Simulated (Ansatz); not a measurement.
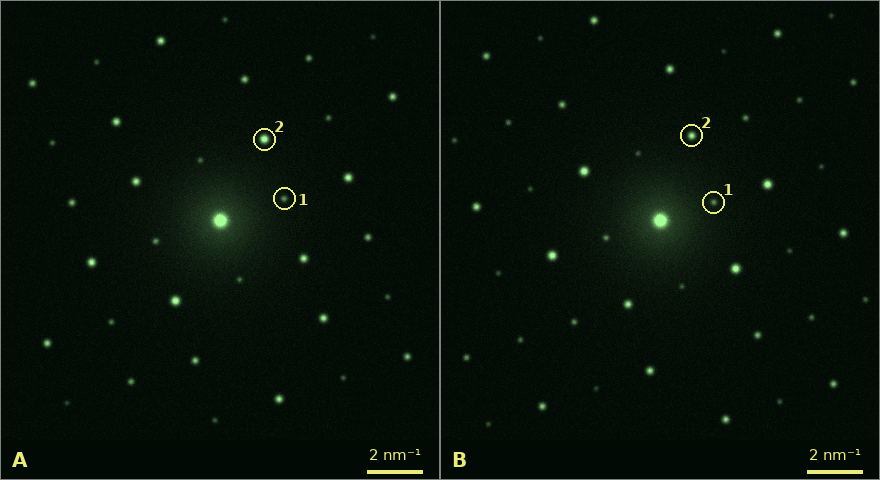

Kinematic electron diffraction patterns (200 kV, B = 0.5 Å², same scale) along [1-10] of the run's own cell, for the start and the end of one relaxation of SrAs2H2 with Ansatz 0.2.0, DFT, PAW plane waves, pbe. k mesh 7×7×5. The start is a generated model structure, and the relaxation ends in the nearest stationary point of its symmetry, not necessarily the ground state. Spot 1 is 0 0 -1 and spot 2 is 1 1 -1 in both.

Start structure:

```
CELL_PARAMETERS angstrom
2.26317 3.91993 0.00000
-2.26317 3.91993 0.00000
0.00000 0.00000 4.84141
ATOMIC_POSITIONS crystal
As 0.33330 0.33340 0.46560
As 0.66670 0.66660 0.53440
H 0.33330 0.33340 0.10670
H 0.66670 0.66660 0.89330
Sr 0.00000 0.00000 0.00000
```

### Which pattern belongs to the start structure, and which to the relaxed one?

B is the start: its cell gives d(1) = 4.841 Å, d(2) = 3.047 Å and an angle of 51.0°. A is the relaxed structure, with d(1) = 4.064 Å (-16.1 %), d(2) = 2.975 Å (-2.3 %) and 42.9°.

### Name reflections whose intensity changes strongly on relaxation.

1 1 2 goes from 0.92 to 14 % of the strongest spot; 2 2 -2 goes from 0.46 to 8.5 % of the strongest spot; 2 2 1 goes from 16 to 44 % of the strongest spot.

### What did the relaxation do to the structure and the energy?

The volume changed by +4.2 % to 17.91 Å³ an atom; with the mean shift removed, the atoms moved by up to 0.33 Å relative to the cell (As most); the space group stayed P-3m1 (No. 164); the free energy fell by 180 meV an atom. Relaxed cell: a = 5.044 Å, b = 5.044 Å, c = 4.064 Å, α = 90.00°, β = 90.00°, γ = 60.00°.
